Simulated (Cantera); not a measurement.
Feed: 1 mol CO₂, 0.024 mol O₂, 10 mol N₂, held at 0.00570 bar.

Method: chemical equilibrium by Gibbs-energy minimisation in Cantera with the NASA 1993 tables (ideal gas, pure condensed phases). Candidate condensed phases: C; 45 gas species. Ions and electrons are included (thermal ionisation). Kinetics and transport are ignored.

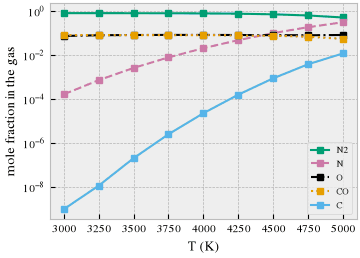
*Equilibrium gas composition (values under 1e-9 drawn at 1e-9)*

Q: Read off the mole fractions at 3250 K.

A: N₂ about 0.83, CO about 0.083, O about 0.082, N about 0.00074, C about 1.2e-8.
